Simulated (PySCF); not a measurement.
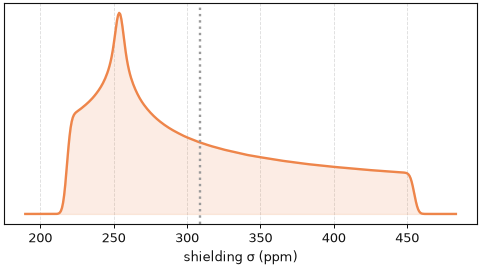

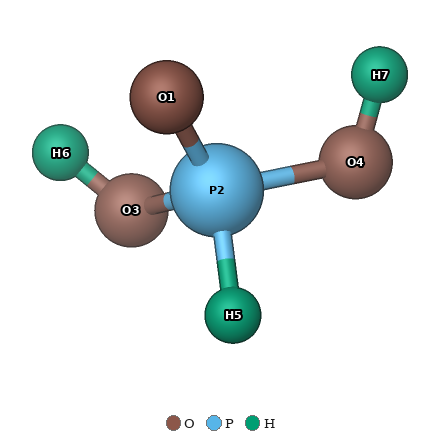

Static powder pattern (³¹P) from GIAO shielding tensors of PH₃O₃, SMILES O=[PH](O)O, B97-2/pcSseg-2 in PySCF 2.14.0, at a PBE0-D3(BJ)/def2-TZVP geometry (no frequency check); absolute shielding, one fixed geometry of the isolated molecule without any motion, no dipolar terms. The dotted line is the isotropic value; skew is 3(σiso − σ22)/span.

> The pattern belongs to P2. Give the principal values, span and skew.

P2: σ11, σ22, σ33 = 218, 254, 455 ppm, isotropic 309, span 237 ppm, skew 0.70.
